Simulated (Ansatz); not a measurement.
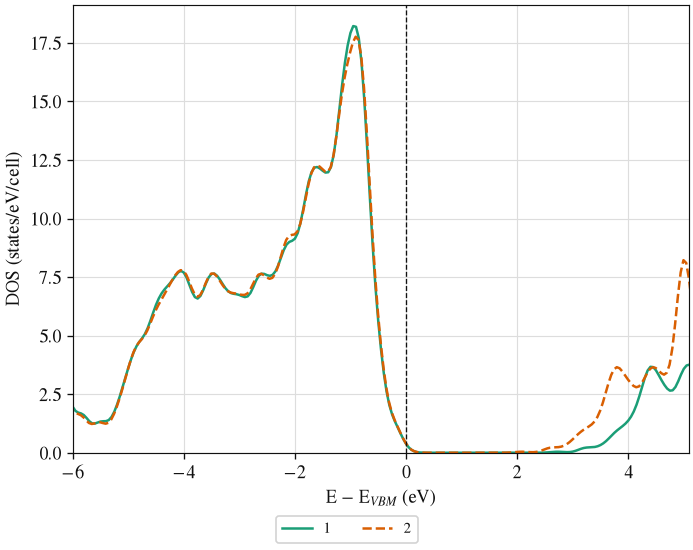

Total densities of states of ZrSn₃O₈, space group Cmmm, 12 atoms in the cell, rutile host type, by two methods on the same cell. The curves are built from the levels of the k mesh with Gaussians 0.3 eV wide, which also blur the band edges. Each is counted from its own valence-band top.

Which curve is which? The methods: PBE, r2SCAN.

1 is r2SCAN; 2 is PBE. r2SCAN gives a gap of 2.73 eV and PBE gives a gap of 2.09 eV.

Settings. r2SCAN: DFT, r2SCAN, plane waves, PAW, no spin polarisation, 6×6×4 k mesh, 500 eV cutoff (Ansatz). PBE: DFT, PBE, plane waves, PAW, no spin polarisation, 6×6×4 k mesh, 420 eV cutoff, Fermi-Dirac smearing of 0.02 eV (Ansatz).
